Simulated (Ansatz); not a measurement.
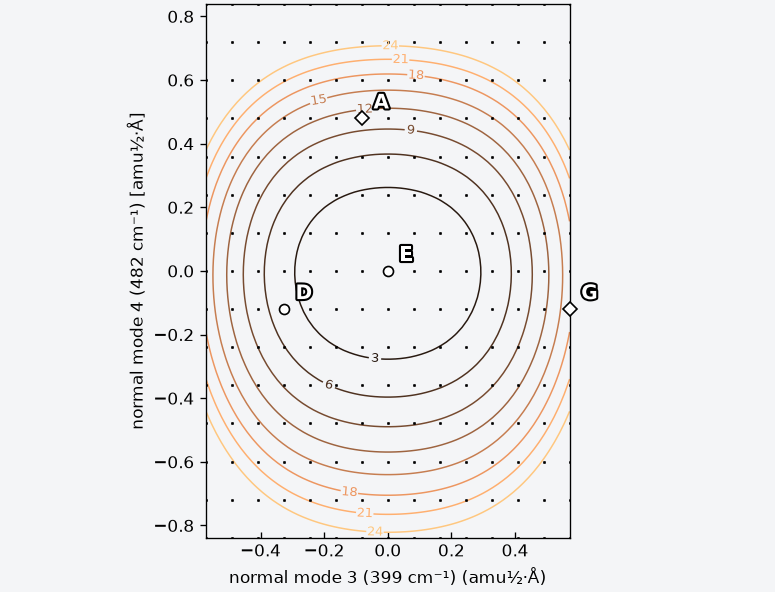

H2S2Si, SMILES S[Si]S. 
- First axis: normal mode 3 (399 cm⁻¹). Second axis: normal mode 4 (482 cm⁻¹).
- Nothing is relaxed (straight displacements along the two mass-weighted modes).
- The scan uses a 15 × 15 grid; 120 points were computed and 105 follow by symmetry.
- Points are written as (first, second).
- Energies: kJ/mol, counted from the lowest grid point.
- All numbers below come from RKS PBE0-D4/def2-TZVP (Ansatz 0.2.0).

In the figure: contour lines labelled in kJ/mol (none above 24), dots at the grid points, lettered points. Between grid points the surface is interpolated.

> Is A the lowest point of the computed grid?

No. A lies 10.7 kJ/mol above the lowest grid point, which is at (0.000 amu½·Å, 0.00 amu½·Å).

> Rank the lettered points by energy, lowest first.

E (0.0 kJ/mol), D (4.4 kJ/mol), A (10.7 kJ/mol), G (17.2 kJ/mol).
